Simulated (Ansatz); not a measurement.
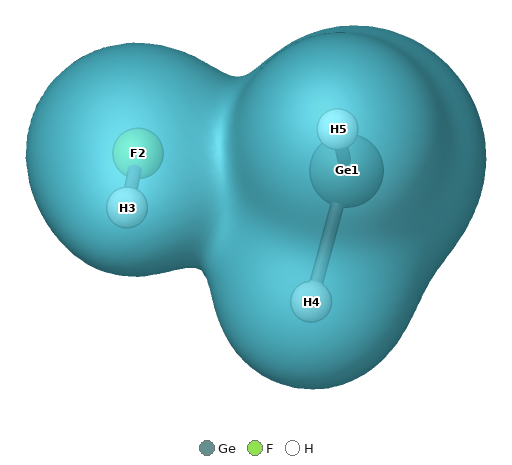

Figure 1: GeH2···HF. Isosurface of the electron density at 0.05 e/Å³ (cyan), seen at a tilt.

The product side of a reaction path; geometry: PBE0-D4/def2-TZVP.

These are results of Ansatz, RKS PBE0-D4/def2-TZVPP, not measurements.

Input

```
crystal:
  periodic: [false, false, false]
  atoms:
    - {symbol: Ge, position_ang: [-1.101230, 0.062561, 0.582762]}
    - {symbol: F, position_ang: [0.400977, -1.059298, -0.895500]}
    - {symbol: H, position_ang: [1.028003, -0.378956, -0.956542]}
    - {symbol: H, position_ang: [-0.518765, 1.301145, -0.254190]}
    - {symbol: H, position_ang: [0.191015, 0.074549, 1.523470]}
basis:
  gaussian: {orbitals: def2-TZVPP}
hamiltonian: {xc: pbe0, dispersion: d4}
output: {orbitals: {seedname: orbitals}}
```

Run with:

```sh
ansatz run in.yaml --threads 2 --pin off --events-out ev --progress --plain --max-ram 4352MiB
```

### How is the density connected at this value?

At this value the surface is in one piece. It bridges the sampled Ge···F (2.39 Å), F–H (0.93 Å) and Ge–H (1.60 Å) contacts, where the density stays above the isovalue. On the grid the lowest density along these lines, outside the cores, is 0.19 e/Å³ (Ge···F, 2.39 Å), 2.4 e/Å³ (F–H, 0.93 Å) and 0.8 e/Å³ (Ge–H, 1.60 Å).
